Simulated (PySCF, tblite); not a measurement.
**C₅H₁₁OSi radical: geometry, infrared bands and EPR parameters**

Wanted: the infrared bands and EPR parameters of C₅H₁₁OSi radical (`C[C@@]1([O])CC[C@@H]1[SiH3]`), by calculation.

The runs use tblite 0.8.0 and PySCF 2.14.0, with density-fitted response routines of our own; the level of theory stands in each step. All values are computed, except where a source is named. Atoms are numbered from 0 throughout.

## (1) The starting structure

18 atoms, charge 0, multiplicity 2; geometry from: force field or distance geometry start.

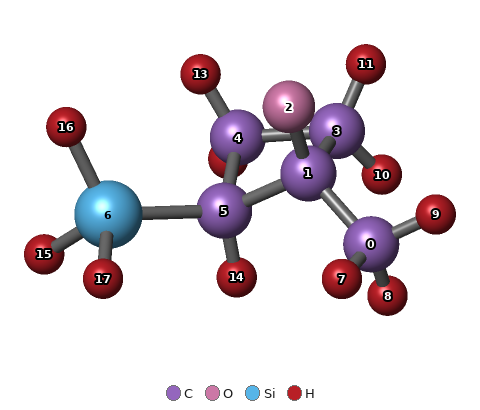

The starting geometry (carbon purple, oxygen pink, silicon blue, hydrogen red), atoms numbered.

## (2) Optimising the geometry with GFN2-xTB

What the job is given:

```
{"job": {"kind": "relax", "xc": "GFN2-xTB", "basis": "xTB"}, "charge": 0, "multiplicity": 2}
C     -1.495700    -1.365700    -0.644900
C     -0.612800    -0.129600    -0.654400
O     -0.083800     0.107700    -1.943700
C     -1.240300     1.164200    -0.045200
C      0.114700     1.448700     0.653300
C      0.441800    -0.055100     0.495700
Si     2.279400    -0.487000     0.216500
H     -0.944400    -2.261800    -0.921500
H     -1.923200    -1.545300     0.352100
H     -2.351700    -1.250800    -1.331800
H     -2.048900     0.960200     0.680700
H     -1.594100     1.925500    -0.728200
H      0.040400     1.822800     1.682900
H      0.752200     2.137400     0.068200
H      0.112500    -0.605100     1.388000
H      2.992900    -0.311700     1.530900
H      3.045000     0.386800    -0.710800
H      2.507400    -1.934900    -0.099600
```

On the command line:

```console
$ OMP_NUM_THREADS=1 python probes_run.py task.json out
```

This one command runs all jobs of the session in turn.

Log:

```text
step      E/eV     max force
  0    -598.65007    3.529
  1    -598.97534    1.192
  2    -599.04034    1.117
  3    -599.06475    0.376
  4    -599.08538    0.383
  5    -599.10161    0.471
  6    -599.11537    0.409
  7    -599.12584    0.276
  8    -599.13564    0.300
  9    -599.14471    0.339
 10    -599.15223    0.212
 11    -599.15817    0.163
 12    -599.16368    0.212
 13    -599.16858    0.272
 14    -599.17286    0.213
 15    -599.17686    0.142
 16    -599.18098    0.150
 17    -599.18547    0.217
 18    -599.18978    0.177
 19    -599.19342    0.158
 20    -599.19694    0.149
 21    -599.20100    0.210
 22    -599.20609    0.268
 23    -599.21293    0.247
 24    -599.22146    0.247
 25    -599.22996    0.255
 26    -599.23637    0.178
 27    -599.24002    0.130
 28    -599.24236    0.107
 29    -599.24477    0.136
 30    -599.24710    0.130
 31    -599.24890    0.103
 32    -599.25018    0.082
 33    -599.25136    0.087
 34    -599.25279    0.094
 35    -599.25452    0.113
 36    -599.25626    0.094
 37    -599.25775    0.096
 38    -599.25911    0.088
 39    -599.26064    0.117
 40    -599.26254    0.127
 41    -599.26469    0.157
 42    -599.26695    0.153
 43    -599.26923    0.163
 44    -599.27202    0.146
 45    -599.27601    0.130
 46    -599.28026    0.117
 47    -599.28346    0.146
 48    -599.28601    0.134
 49    -599.28983    0.126
 50    -599.29313    0.228
 51    -599.29684    0.216
 52    -599.30125    0.134
 53    -599.30372    0.100
 54    -599.30578    0.104
 55    -599.30811    0.112
 56    -599.31094    0.125
 57    -599.31405    0.167
 58    -599.31784    0.164
 59    -599.32222    0.172
 60    -599.32768    0.199
 61    -599.33341    0.213
 62    -599.33845    0.163
 63    -599.34158    0.113
 64    -599.34343    0.115
 65    -599.34502    0.112
 66    -599.34700    0.132
 67    -599.34915    0.103
 68    -599.35066    0.072
 69    -599.35139    0.068
 70    -599.35248    0.074
 71    -599.35329    0.072
 72    -599.35392    0.072
 73    -599.35452    0.073
 74    -599.35543    0.085
 75    -599.35693    0.121
 76    -599.35914    0.142
 77    -599.36177    0.118
 78    -599.36410    0.116
 79    -599.36568    0.101
 80    -599.36702    0.105
 81    -599.36868    0.116
 82    -599.37068    0.161
 83    -599.37290    0.172
 84    -599.37490    0.121
 85    -599.37642    0.083
 86    -599.37702    0.098
 87    -599.37820    0.094
 88    -599.37879    0.060
 89    -599.37960    0.047
 90    -599.38008    0.050
 91    -599.38064    0.050
 92    -599.38089    0.034
 93    -599.38104    0.028
 94    -599.38116    0.026
 95    -599.38127    0.023
 96    -599.38134    0.020
 97    -599.38140    0.023
 98    -599.38145    0.023
 99    -599.38150    0.020
100    -599.38158    0.020
101    -599.38166    0.021
102    -599.38175    0.027
103    -599.38184    0.028
104    -599.38193    0.026
105    -599.38204    0.026
106    -599.38217    0.022
107    -599.38227    0.020
108    -599.38235    0.015
109    -599.38240    0.013
110    -599.38243    0.014
111    -599.38247    0.016
112    -599.38251    0.019
113    -599.38257    0.020
114    -599.38264    0.016
115    -599.38271    0.015
116    -599.38278    0.020
117    -599.38283    0.024
118    -599.38287    0.017
119    -599.38290    0.011
120    -599.38291    0.007
```

Run time: 0.72 s. Hardware: 1 thread of Arm Neoverse V2, shared host.

Step by step: (not every step is listed)

| step | energy from step 0 (eV) | largest force (eV/Å) |
| --- | --- | --- |
| 0 | 0.0000 | 3.5293 |
| 1 | -0.3253 | 1.1918 |
| 2 | -0.3903 | 1.1165 |
| 3 | -0.4147 | 0.3759 |
| 4 | -0.4353 | 0.3835 |
| 5 | -0.4515 | 0.4715 |
| 6 | -0.4653 | 0.4090 |
| 7 | -0.4758 | 0.2757 |
| 8 | -0.4856 | 0.3000 |
| 18 | -0.5397 | 0.1769 |
| 28 | -0.5923 | 0.1075 |
| 38 | -0.6090 | 0.0885 |
| 48 | -0.6359 | 0.1342 |
| 58 | -0.6678 | 0.1640 |
| 68 | -0.7006 | 0.0722 |
| 78 | -0.7140 | 0.1158 |
| 88 | -0.7287 | 0.0604 |
| 98 | -0.7314 | 0.0231 |
| 108 | -0.7323 | 0.0154 |
| 115 | -0.7326 | 0.0153 |
| 116 | -0.7327 | 0.0201 |
| 117 | -0.7328 | 0.0236 |
| 118 | -0.7328 | 0.0170 |
| 119 | -0.7328 | 0.0108 |
| 120 | -0.7328 | 0.0072 |

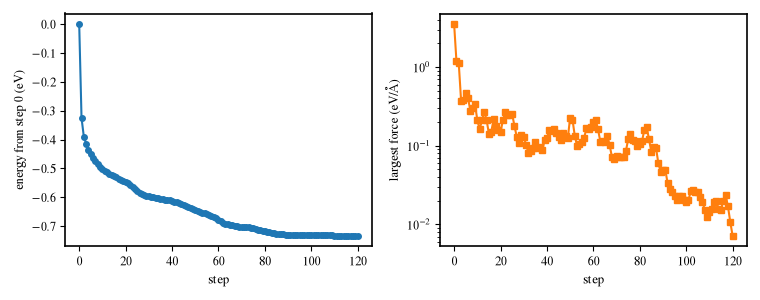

Energy and force, step by step.

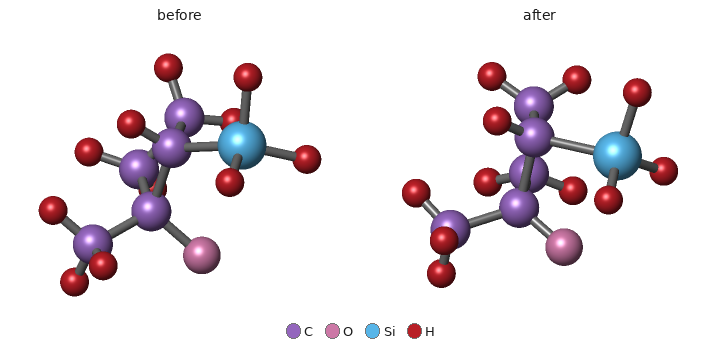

Before and after, at one scale.

Distances of close pairs at the start and the end, largest changes first:

```csv
bond,before (Å),after (Å),change (Å)
C1–O2,1.414,1.297,-0.117
Si6–H17,1.499,1.454,-0.046
C1–C5,1.562,1.600,+0.038
Si6–H16,1.486,1.454,-0.033
C4–C5,1.547,1.515,-0.032
C1–C3,1.562,1.593,+0.031
C3–C4,1.551,1.523,-0.028
Si6–H15,1.506,1.483,-0.023
```

The final coordinates are the input of the step that follows.

## (3) Vibrational analysis with GFN2-xTB

What the job is given:

```
{"job": {"kind": "ir", "xc": "GFN2-xTB", "basis": "xTB"}, "charge": 0, "multiplicity": 2}
C     -1.624608    -1.306503    -0.349867
C     -0.447053    -0.367746    -0.575545
O      0.300251    -0.619979    -1.604682
C     -0.808806     1.162831    -0.325393
C     -0.069367     1.245908     1.003057
C      0.469623    -0.140401     0.715601
Si     2.159066    -0.211601    -0.175515
H     -1.258299    -2.328358    -0.271781
H     -2.167694    -1.046781     0.555674
H     -2.299954    -1.255893    -1.202447
H     -1.885477     1.299746    -0.275911
H     -0.369861     1.765147    -1.114804
H     -0.727319     1.302632     1.869700
H      0.676979     2.034141     1.070231
H      0.256708    -0.885307     1.479699
H      3.107649     0.008133     0.942444
H      2.348098     0.915383    -1.074290
H      2.331305    -1.565034    -0.677829
```

Log:

```text
mode    cm-1     km/mol
  1      85.4      3.72
  2     119.2     36.18
  3     183.5      0.81
  4     213.4      2.66
  5     274.0      1.47
  6     296.0      7.37
  7     364.9      5.26
  8     398.2      2.57
  9     461.4     34.06
 10     529.3     29.40
 11     544.4     59.54
 12     603.8     16.40
 13     666.4     29.89
 14     676.9     43.20
 15     699.8    170.05
 16     775.0      5.93
 17     815.4    337.94
 18     832.4      9.78
 19     867.2    162.39
 20     931.6      1.28
 21     950.4      0.47
 22     987.6     21.42
 23    1032.1     11.33
 24    1052.0      4.13
 25    1058.7      3.57
 26    1098.9     10.77
 27    1137.0     77.93
 28    1168.7      2.33
 29    1201.5      5.80
 30    1230.9      3.05
 31    1239.9      0.94
 32    1341.2     61.94
 33    1385.8     22.07
 34    1421.6      6.38
 35    1472.7      1.93
 36    1483.0      4.84
 37    1491.2      0.77
 38    2117.0    360.40
 39    2330.7     73.64
 40    2351.7    326.13
 41    2970.2     23.79
 42    2989.1     35.14
 43    3009.6     14.84
 44    3012.7     31.38
 45    3018.9     17.64
 46    3028.7     15.94
 47    3031.2     20.58
 48    3039.3     29.10
```

Run time: 0.52 s. Hardware: 1 thread of Arm Neoverse V2, shared host.

The strongest bands and the atoms that carry them (share of the mass-weighted mode):

```csv
cm⁻¹,km/mol,atoms
700,170.1,"H17 39 %, H16 30 %, Si6 13 %"
815,337.9,"H17 48 %, H15 38 %"
867,162.4,"H16 50 %, H15 43 %"
1137,77.9,"C1 44 %, H10 11 %"
1341,61.9,"C1 58 %, O2 26 %"
2117,360.4,H15 96 %
2331,73.6,"H17 68 %, H16 30 %"
2352,326.1,"H16 66 %, H17 29 %"
```

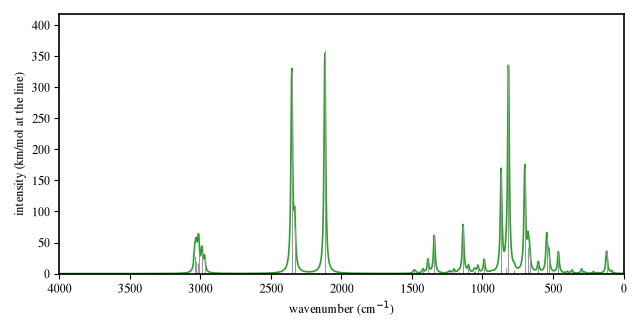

The infrared spectrum from these modes, unscaled. Lines are broadened to a width of 14 cm⁻¹ (Lorentzian).

## (4) g tensor and hyperfine couplings: B3LYP/pcH-1

The job, as its differences from that of step 3:

```diff
@@ -1,2 +1,2 @@
-{"job": {"kind": "ir", "xc": "GFN2-xTB", "basis": "xTB"}, "charge": 0, "multiplicity": 2}
+{"job": {"kind": "epr", "basis": "pcH-1"}, "charge": 0, "multiplicity": 2}
 C     -1.624608    -1.306503    -0.349867
```

Method: UKS B3LYP, pcH-1 on C H O Si, non-relativistic, mean-field spin-orbit, GIAO.

Log:

```text
UKS, coarse grid
  cycle   1  E = -561.60368173  |g| = 6.53e-01
  cycle   2  E = -560.77144039  |g| = 1.52e+00
  cycle   3  E = -561.77414773  |g| = 1.71e-01
  cycle   4  E = -561.78119570  |g| = 1.63e-01
  cycle   5  E = -561.79233978  |g| = 5.56e-02
  cycle   6  E = -561.79338131  |g| = 3.44e-02
  cycle   7  E = -561.79399715  |g| = 9.01e-03
  cycle   8  E = -561.79404921  |g| = 1.36e-03
  cycle   9  E = -561.79405080  |g| = 9.61e-04
UKS, final grid
  cycle   1  E = -561.79401281  |g| = 1.14e-03
  cycle   2  E = -561.79401276  |g| = 1.62e-03
  cycle   3  E = -561.79401411  |g| = 2.26e-04
  cycle   4  E = -561.79401449  |g| = 2.47e-04
  cycle   5  E = -561.79401502  |g| = 1.50e-04
  cycle   6  E = -561.79401518  |g| = 1.08e-04
  cycle   7  E = -561.79401522  |g| = 4.87e-05
  cycle   8  E = -561.79401523  |g| = 1.96e-05
E = -561.79401523 Eh   <S^2> = 0.7559 (exact 0.7500)
g shifts (ppm)      1          2          3
  rmc          -265       -265       -265
  gc             -1         31         59
  oz_so         257       5509      30424
  total          -9       5275      30218
hyperfine (MHz)  atom isotope    a_iso     a_fc   dipolar eigenvalues
    0   13C      -6.38      -6.38     -1.13     -0.44      1.57
    1   13C     -42.79     -42.79    -10.18     -0.95     11.13
    2   17O     -40.91     -40.91   -196.26     97.15     99.11
    3   13C     130.11     130.11    -17.38    -16.27     33.64
    4   13C      -7.98      -7.98     -1.47     -0.83      2.30
    5   13C      88.51      88.51    -18.30    -17.19     35.49
    6  29Si       8.21       8.21     -4.47      1.28      3.18
    7    1H       2.78       2.78     -3.19     -2.32      5.50
    8    1H      -0.87      -0.87     -2.37     -2.20      4.56
    9    1H       4.44       4.44     -3.07     -2.19      5.26
   10    1H      35.21      35.21     -8.06     -2.07     10.13
   11    1H      -7.36      -7.36     -9.84     -0.35     10.18
   12    1H       0.62       0.62     -2.89     -1.29      4.18
   13    1H       0.95       0.95     -2.59     -1.40      3.99
   14    1H      31.98      31.98     -8.62     -1.77     10.40
   15    1H      -3.55      -3.55     -1.97     -0.72      2.69
   16    1H      -1.63      -1.63     -2.83     -2.59      5.43
   17    1H      35.82      35.82     -4.36     -2.31      6.67
```

Wall time 98 s (1 thread of Arm Neoverse V2, shared host); peak memory 0.96 GiB.

Principal g values 2.00231, 2.00759, 2.03254; g(iso) = 2.01415, against 2.00232 for a free electron. They are not to be trusted: the run shows nearly degenerate orbitals, where second-order g theory doesn't apply.

Hyperfine couplings; where a row names several nuclei, a(iso) is their mean (it holds for fast rotation or exchange) and the dipolar term the largest among them:

| nuclei | isotope | a(iso) (MHz) | a(iso) (G, at g = 2.0023) | largest dipolar term (MHz) |
| --- | --- | --- | --- | --- |
| C3 | 13C | 130.1 | 46.4 | 33.6 |
| C5 | 13C | 88.5 | 31.6 | 35.5 |
| C1 | 13C | -42.8 | -15.3 | 11.1 |
| O2 | 17O | -40.9 | -14.6 | -196.3 |
| H10 | 1H | 35.2 | 12.6 | 10.1 |
| H14 | 1H | 32.0 | 11.4 | 10.4 |
| H15, H16, H17 | 1H | 10.2 | 3.6 | 6.7 |
| Si6 | 29Si | 8.2 | 2.9 | -4.5 |
| C4 | 13C | -8.0 | -2.8 | 2.3 |
| H11 | 1H | -7.4 | -2.6 | 10.2 |
| C0 | 13C | -6.4 | -2.3 | 1.6 |
| H7, H8, H9 | 1H | 2.1 | 0.8 | 5.5 |
| H13 | 1H | 0.9 | 0.3 | 4.0 |
| H12 | 1H | 0.6 | 0.2 | 4.2 |

Mulliken spin populations:

C0 0.00; C1 -0.03; O2 0.64; C3 0.17; C4 -0.02; C5 0.18; Si6 0.01; H7 0.00; H8 0.00; H9 0.00; H10 0.02; H11 0.00; H12 0.00; H13 0.00; H14 0.01; H15 0.00; H16 0.00; H17 0.01

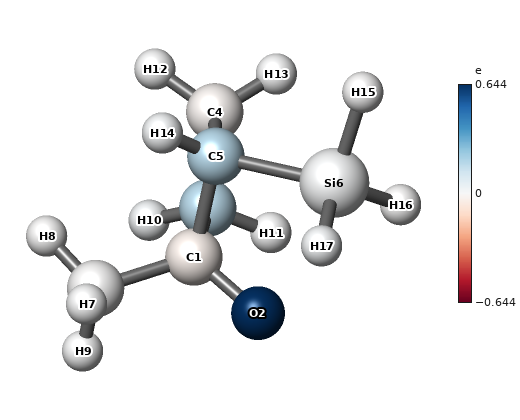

Mulliken spin populations, as colours on the atoms.

The fields below are evaluated on a grid from the run's orbitals.

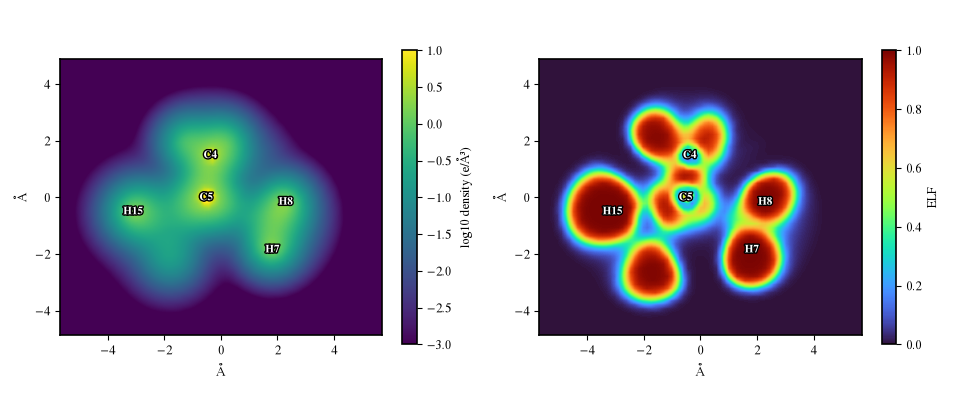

Density (left) and ELF (right) in a plane through or near 5 of the atoms.

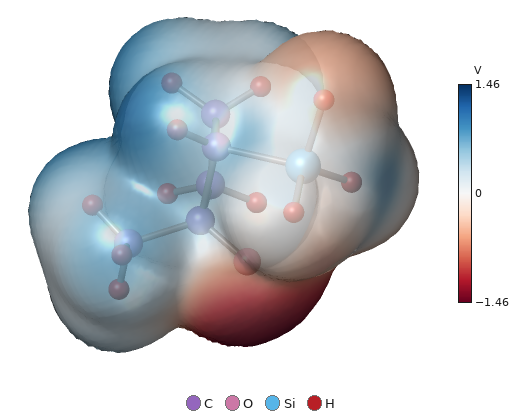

Electrostatic potential on the surface of density 0.002 e/bohr³; red is low, blue high. It runs from -1.46 V near O2 to 1.02 V near H10.

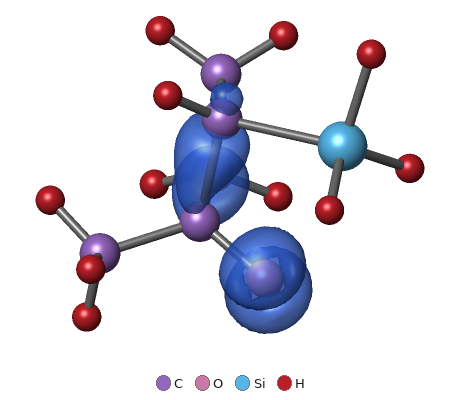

Spin density at ±0.07 e/Å³ (alpha excess blue, beta excess red).

## (5) Summary of results

| quantity | value |
| --- | --- |
| strongest single infrared mode (GFN2-xTB) | 2117 cm⁻¹, 360 km/mol |
| zero-point energy (GFN2-xTB) | 88.6 kcal/mol |
| g(iso) (B3LYP) | 2.01415 |
| ⟨S²⟩ | 0.756 (exact 0.75) |
| largest a(iso) (averaged by class) | 13C on C3, 130.1 MHz |
| potential on the surface of density 0.002 e/bohr³, 1st and 99th percentile | -1.46 V and 1.02 V |
| property runs in this session | 1, of which 0 failed and 1 gave unsound results |

Relaxing lowered the energy by 0.733 eV in 120 steps; the close pair that moved most is C1–O2, from 1.414 to 1.297 Å. All 48 modes are real, so the xTB geometry is a minimum. The strongest single mode, at 2117 cm⁻¹, moves mainly H15. GFN2-xTB is a fitted tight-binding method: band positions and strengths are rough. Its intensities can rank the bands wrongly. O2 carries the largest spin population, 0.64 e. The isotropic g lies 11.8 ppt above the free-electron value. These values are not to be trusted: the run shows nearly degenerate orbitals, where second-order g theory doesn't apply. The conformer search found further structures of the same energy, which may be mirror or relabelled copies of this one.
